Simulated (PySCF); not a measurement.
# C4H3BClF3: the cost of one run

Computed with PySCF 2.14.0, with density-fitted response routines of our own, on a single molecule in the gas phase. Atoms are numbered from 0 throughout.

## 1. The molecule as given

12 atoms, charge 0, multiplicity 1; geometry from: GFN2-xTB.

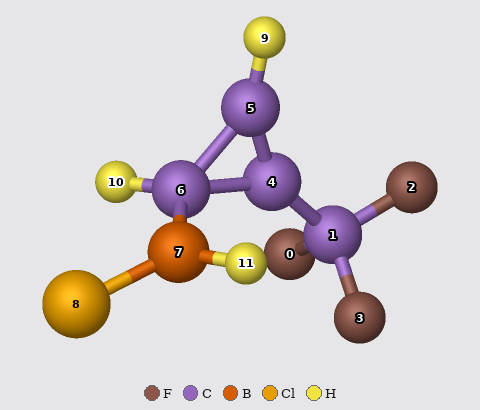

As it starts; fluorine brown, carbon purple, boron orange, chlorine amber, hydrogen yellow, atoms numbered.

## 2. Ultraviolet spectrum: CAM-B3LYP/def2-SVPD

The job: settings as JSON, then the geometry in Å.

```
{"job": {"kind": "uv", "xc": "CAM-B3LYP", "basis": "def2-SVPD", "nstates": 8, "ntriplets": 3}, "charge": 0, "multiplicity": 1}
F      2.390317     0.224265    -1.204593
C      1.851242     0.197530     0.025513
F      2.572965     1.040675     0.780159
F      2.065053    -1.036983     0.509808
C      0.425294     0.545515     0.015464
C     -0.572500     1.302207     0.330088
C     -0.939639     0.060056    -0.484622
B     -1.619965    -1.170858     0.182182
Cl    -2.630006    -2.154119    -0.744724
H     -0.968139     2.171375     0.792616
H     -1.128929     0.243914    -1.541788
H     -1.444494    -1.424264     1.313871
```

With the program's defaults for keys left out, this is: TDDFT CAM-B3LYP/def2-SVPD, vertical, gas phase, core orbitals frozen in the response.

Started as:

```sh
$ OMP_NUM_THREADS=1 python probes_run.py task.json out
```

The driver reads the jobs from task.json and runs them one after another.

**Question.** How long does this job take on 1 thread of Intel Xeon at 2.70GHz, shared host, and how much memory does it need?

About 78 s, with a peak of 0.99 GiB.
